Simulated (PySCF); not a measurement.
# C₄H₃F₂S (SMILES F[C]1SC=C[C@H]1F) (doublet): what the fields show

```xyz
10

F    -1.8613    1.8019   -0.2277
C    -0.7637    1.0840    0.0537
S     0.7928    1.7389   -0.2561
C     1.4878    0.1372   -0.1911
C     0.6018   -0.8437   -0.0285
C    -0.8150   -0.3970    0.1224
F    -1.3239   -0.8335    1.3610
H     2.5514    0.0459   -0.2978
H     0.8502   -1.8867    0.0496
H    -1.5111   -0.8425   -0.6081
```

Geometry: GFN2-xTB.

Level of theory: PySCF 2.14.0, density-fitted response routines, UKS B3LYP, pcH-1 on C F H S, non-relativistic, mean-field spin-orbit, GIAO.

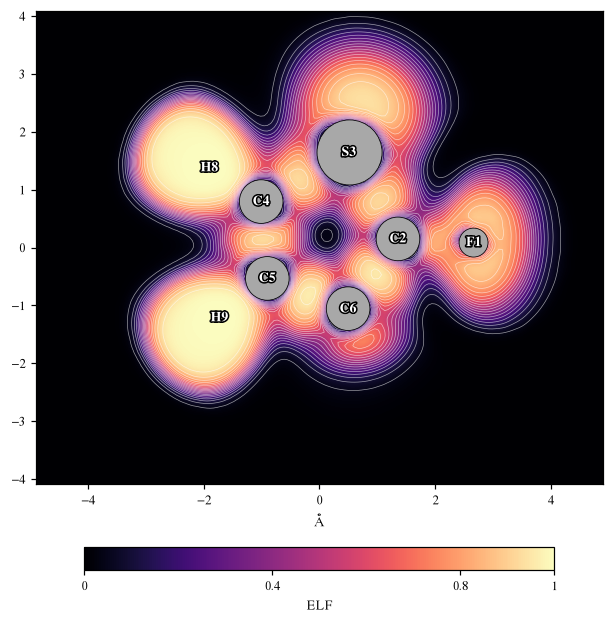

Figure 1. ELF on the plane of atoms C4, C5 and H9. Grey discs cover the atomic cores.

Q: Read the bonding off the picture.

A: The section cuts through F, C, S and H sites. C–C (1.33 Å): the ELF peaks at about 0.90 between the atoms: a short, multiple covalent bond. C–F (1.34 Å): the ELF peaks at about 0.85 between the atoms: a polar covalent bond. C–S (1.72 Å): the ELF peaks at about 0.90 between the atoms; a covalent bond. C–H (1.07 Å): the ELF climbs to about 1 towards the hydrogen, as it does in any bond to H: a covalent bond by its length. C–C (1.48 Å): the ELF peaks at about 0.95 between the atoms, as expected for localised, covalent bonding. The ELF also peaks beside F1 and S3, away from the bonds: non-bonding electrons, paired or unpaired.

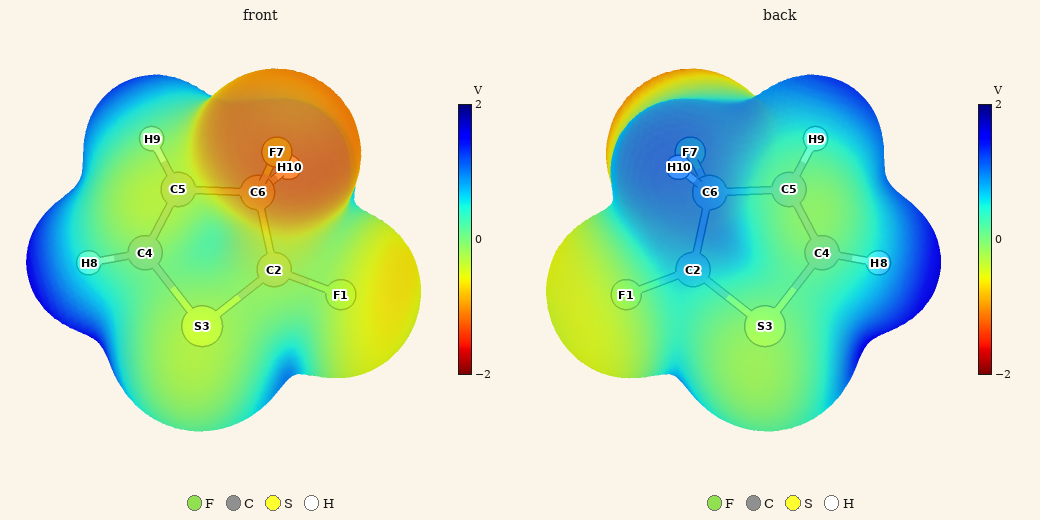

Figure 2. The electrostatic potential painted on the density surface at 0.002 e/bohr³, seen from the front and from behind; the colour scale runs from red (negative) to blue (positive).

Q: Where is the surface potential most negative and most positive?

A: The most negative region (about −1.2 V) lies over F7, the most positive (about +1.6 V) over S3 and H8.

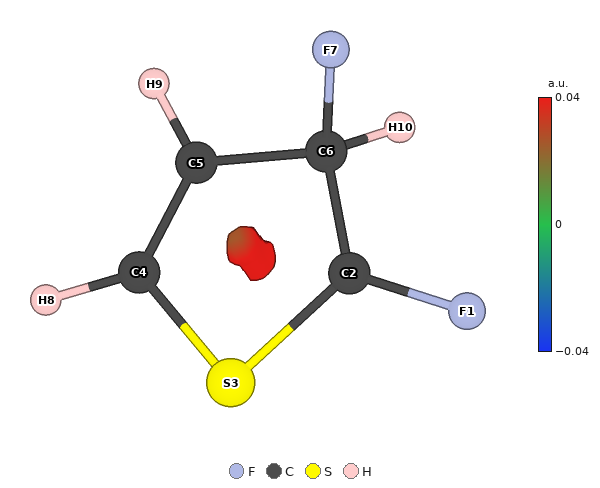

Figure 3. Non-covalent interaction (NCI) plot: the surface where the reduced density gradient is 0.5, for densities under 0.05 a.u., coloured by sign(λ₂)ρ; seen at an oblique angle.

Q: What holds or crowds the atoms apart from the covalent bonds?

A: Inside the ring or cage of C2, S3, C4, C5 and C6: steric crowding (red).
